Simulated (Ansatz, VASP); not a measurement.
**Cross-check of NaF (Villiaumite) between VASP and Ansatz**

One calculation is typed for both programs; each brings its own data sets and cutoff. How far apart do they land?

Method: plane waves, with VASP 6.6.1 beside it; band structure at PBE0, in Ansatz 0.2.0.

## 1. The structure

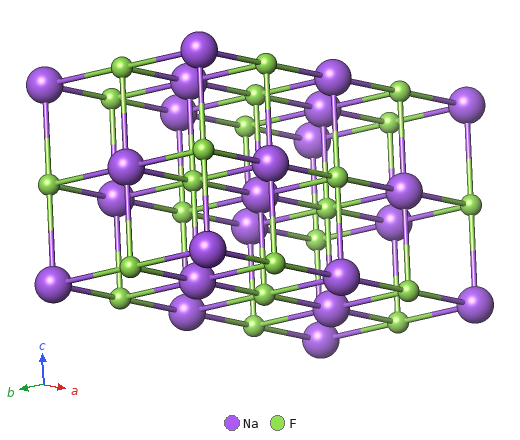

The starting structure, seen from a free direction (sodium purple, fluorine green). 2×1×1 cells are drawn. This picture shows the conventional cell, with its axes. Some periodic images of atoms are drawn too.

Coordinates:

```cif
data_structure
_symmetry_space_group_name_H-M 'Fm-3m'
_symmetry_Int_Tables_number 225
_cell_length_a 4.6400
_cell_length_b 4.6400
_cell_length_c 4.6400
_cell_angle_alpha 90.000
_cell_angle_beta 90.000
_cell_angle_gamma 90.000
_cell_volume 99.90
loop_
_atom_site_label
_atom_site_type_symbol
_atom_site_symmetry_multiplicity
_atom_site_Wyckoff_symbol
_atom_site_fract_x
_atom_site_fract_y
_atom_site_fract_z
_atom_site_occupancy
Na1 Na 4 a 0.00000 0.00000 0.00000 1
F1 F 4 b 0.50000 0.00000 0.00000 1
```

## 2. VASP: band structure, PBE0

The same path points are solved in both programs, so levels can be compared one by one.

Lines of VASP's logs that name or quote its potential files are left out, and so is its time.

File INCAR:

```
SYSTEM = NaF
PREC = Accurate
ENCUT = 460
EDIFF = 1E-06
NELM = 100
ISMEAR = 0
SIGMA = 0.03
LREAL = .FALSE.
ALGO = Normal
LHFCALC = .TRUE.
AEXX = 0.25
GGA = PE
LASPH = .TRUE.
NBANDS = 13
PRECFOCK = Fast
HFRCUT = -1
LORBIT = 11
LWAVE = .FALSE.
LCHARG = .FALSE.
KPAR = 4
```

File POSCAR:

```
NaF
1.0
    0.0000000000      2.3200000000      2.3200000000
    2.3200000000      0.0000000000      2.3200000000
    2.3200000000      2.3200000000      0.0000000000
Na F
1 1
Direct
    0.0000000000      0.0000000000      0.0000000000
    0.5000000000      0.5000000000      0.5000000000
```

File KPOINTS:

```
Automatic mesh
0
Gamma
5 5 5
0 0 0
```

File KPOINTS_OPT:

```
Line mode
10
Line-mode
Reciprocal
  0.00000000   0.00000000   0.00000000 GAMMA
  0.50000000   0.00000000   0.50000000 X

  0.50000000   0.00000000   0.50000000 X
  0.50000000   0.25000000   0.75000000 W

  0.50000000   0.25000000   0.75000000 W
  0.37500000   0.37500000   0.75000000 K

  0.37500000   0.37500000   0.75000000 K
  0.00000000   0.00000000   0.00000000 GAMMA

  0.00000000   0.00000000   0.00000000 GAMMA
  0.50000000   0.50000000   0.50000000 L

  0.50000000   0.50000000   0.50000000 L
  0.62500000   0.25000000   0.62500000 U

  0.62500000   0.25000000   0.62500000 U
  0.50000000   0.25000000   0.75000000 W

  0.50000000   0.25000000   0.75000000 W
  0.50000000   0.50000000   0.50000000 L

  0.50000000   0.50000000   0.50000000 L
  0.37500000   0.37500000   0.75000000 K

  0.62500000   0.25000000   0.62500000 U
  0.50000000   0.00000000   0.50000000 X
```

PAW data sets: Na_pv and F (PBE family, release 64).

Run with:

```bash
$ mpirun -np 4 vasp_std
```

Numbers of over 12 decimals in the logs are rounded to 6 here.

Output:

```text
[banner, memory and clock lines left out]
running    4 mpi-ranks, on    1 nodes
 distrk:  each k-point on    1 cores,    4 groups
 distr:  one band on    1 cores,    1 groups

 POSCAR found type information on POSCAR NaF
 POSCAR found :  2 types and       2 ions
 LDA part: xc-table for (Slater+PW92), standard interpolation
 found WAVECAR, reading the header
 POSCAR, INCAR and KPOINTS ok, starting setup
 FFT: planning ... GRIDC
 FFT: planning ... GRID_SOFT
 FFT: planning ... GRID
 HFRCUT set to (new)   9.066475
 reading WAVECAR
 the WAVECAR file was read successfully
 initial charge from wavefunction
 entering main loop
       N       E                     dE             d eps       ncg     rms          rms(c)
DAV:   1    -0.108734631705E+02   -0.10873E+02   -0.81702E-01   337   0.957E+00    0.115E+00
DAV:   2    -0.108461405723E+02    0.27323E-01   -0.52670E-02   260   0.325E+00    0.462E-01
DAV:   3    -0.108424691600E+02    0.36714E-02   -0.27337E-02   305   0.172E+00    0.258E-01
DAV:   4    -0.108426624467E+02   -0.19329E-03   -0.11705E-03   300   0.672E-01    0.173E-01
DAV:   5    -0.108424141016E+02    0.24835E-03   -0.41545E-04   305   0.410E-01    0.781E-02
DAV:   6    -0.108423977027E+02    0.16399E-04   -0.98186E-05   260   0.121E-01    0.392E-02
DAV:   7    -0.108423883161E+02    0.93866E-05   -0.72421E-06   260   0.598E-02    0.239E-02
DAV:   8    -0.108423870847E+02    0.12314E-05   -0.48583E-06   260   0.398E-02    0.152E-02
DAV:   9    -0.108423877691E+02   -0.68440E-06   -0.16015E-06   260   0.196E-02
   1 F= -.10842388E+02 E0= -.10842388E+02  d E =-.316961E-19
 Start KPOINTS_OPT (optional k-point list driver)
k-point batch [1-10\100]
       N       E                     dE             ncg
DAV:   1    -0.935800168517E+03   -0.40523E+04      260
DAV:   2    -0.218562564711E+04   -0.12498E+04      275
DAV:   3    -0.224827283406E+04   -0.62647E+02      310
DAV:   4    -0.224913480812E+04   -0.86197E+00      300
DAV:   5    -0.224914330940E+04   -0.85013E-02      335
DAV:   6    -0.224914343927E+04   -0.12986E-03      335
DAV:   7    -0.224914344187E+04   -0.26090E-05      301
DAV:   8    -0.224914344197E+04   -0.95071E-07      235
[...]
k-point batch [91-100\100]
       N       E                     dE             ncg
DAV:   1    -0.960317657346E+03   -0.68168E+04      265
DAV:   2    -0.220657870987E+04   -0.12463E+04      305
DAV:   3    -0.226898943732E+04   -0.62411E+02      290
DAV:   4    -0.226978295370E+04   -0.79352E+00      305
DAV:   5    -0.226979000425E+04   -0.70505E-02      320
DAV:   6    -0.226979011184E+04   -0.10760E-03      310
DAV:   7    -0.226979011385E+04   -0.20012E-05      291
DAV:   8    -0.226979011392E+04   -0.71670E-07      225
```

OUTCAR, selected parts (step 2):

```text
ion  position               nearest neighbor table
   1  0.000  0.000  0.000-   2 2.32   2 2.32   2 2.32   2 2.32   2 2.32   2 2.32
   2  0.500  0.500  0.500-   1 2.32   1 2.32   1 2.32   1 2.32   1 2.32   1 2.32

  LATTYP: Found a face centered cubic cell.
 ALAT       =     4.6400000000

 Subroutine GETGRP returns: Found 48 space group operations
 (whereof 48 operations were pure point group operations)

The static configuration has the point symmetry O_h .

 Found     10 irreducible k-points:

   k-points           NKPTS =     10   k-points in BZ     NKDIM =    125   number of bands    NBANDS=     13

   dimension x,y,z NGX =    24 NGY =   24 NGZ =   24
   dimension x,y,z NGXF=    48 NGYF=   48 NGZF=   48

   ENCUT  =  460.0 eV  33.81 Ry    5.81 a.u.   5.74  5.74  5.74*2*pi/ulx,y,z

   NELECT =      14.0000    total number of electrons

 k-points in reciprocal lattice and weights: Automatic mesh
   0.00000000  0.00000000  0.00000000       0.008
   0.20000000  0.00000000  0.00000000       0.064
   0.40000000  0.00000000  0.00000000       0.064
   0.20000000  0.20000000  0.00000000       0.048
   0.40000000  0.20000000  0.00000000       0.192
  -0.40000000  0.20000000  0.00000000       0.192
  -0.20000000  0.20000000  0.00000000       0.096
   0.40000000  0.40000000  0.00000000       0.048
  -0.40000000  0.40000000  0.00000000       0.096
  -0.40000000  0.40000000  0.20000000       0.192

  exchange ACFDT corr.  =         0.00000000  see jH, gK, PRB 81, 115126

 average (electrostatic) potential at core
       1 -40.3318       2 -69.8210

 E-fermi :  -4.0173

 k-point     1 :       0.0000    0.0000    0.0000
  band No.  band energies     occupation
    ...
      3     -24.5816      2.00000
      4     -24.5816      2.00000
      5      -4.2001      2.00000
      6      -4.2001      2.00000
      7      -4.2000      2.00000
      8       5.0007      0.00000
      9      17.9167      0.00000
     10      17.9167      0.00000
     11      17.9167      0.00000
     12      20.4811      0.00000
    ...

 k-point     2 :       0.2000    0.0000    0.0000
  band No.  band energies     occupation
    ...
      3     -24.5854      2.00000
      4     -24.2230      2.00000
      5      -4.8461      2.00000
      6      -4.2954      2.00000
      7      -4.2953      2.00000
      8       6.3000      0.00000
      9      14.7813      0.00000
     10      18.4904      0.00000
     11      18.4904      0.00000
     12      22.0943      0.00000
    ...

 k-point     3 :       0.4000    0.0000    0.0000
  band No.  band energies     occupation
    ...
      3     -24.5912      2.00000
      4     -23.8935      2.00000
      5      -5.6978      2.00000
      6      -4.4449      2.00000
      7      -4.4448      2.00000
      8       8.8138      0.00000
      9      12.0681      0.00000
     10      19.0787      0.00000
     11      19.0787      0.00000
     12      21.9562      0.00000
    ...

  energy-cutoff  :      460.00
  volume of cell :       24.97
      direct lattice vectors                 reciprocal lattice vectors
     0.000000000  2.320000000  2.320000000    -0.215517241  0.215517241  0.215517241
     2.320000000  0.000000000  2.320000000     0.215517241 -0.215517241  0.215517241
     2.320000000  2.320000000  0.000000000     0.215517241  0.215517241 -0.215517241

 POSITION                                       TOTAL-FORCE (eV/Angst)
 -----------------------------------------------------------------------------------
      0.00000      0.00000      0.00000        -0.000000     -0.000000     -0.000000
      2.32000      2.32000      2.32000         0.000000      0.000000      0.000000
 -----------------------------------------------------------------------------------
    total drift:                                0.000000      0.000000      0.000000

  FREE ENERGIE OF THE ION-ELECTRON SYSTEM (eV)
  ---------------------------------------------------
  free  energy   TOTEN  =       -10.8423877691 eV

  energy  without entropy=      -10.8423877691  energy(sigma->0) =      -10.84238777

 total charge
# of ion       s       p       d       tot
------------------------------------------
    1        0.045   5.997   0.000   6.042
    2        1.746   4.416   0.000   6.162
--------------------------------------------------
tot          1.791  10.414   0.000  12.204

[... 3 further parts left out ...]
```

(Part 1 of 2 ends here.)

[Lines on the potential files, build, host, timing and source positions are cut from VASP's logs without a mark.]

[Logs are printed without paths, hosts, clocks, repeated set-up lines and the standing remarks that a program may print on its own settings, such as how far it seeks lower states.]

[Hosts, paths, dates, database ids (printed as entryN), source tags and the programs' standing remarks are cut or masked in the printed files.]
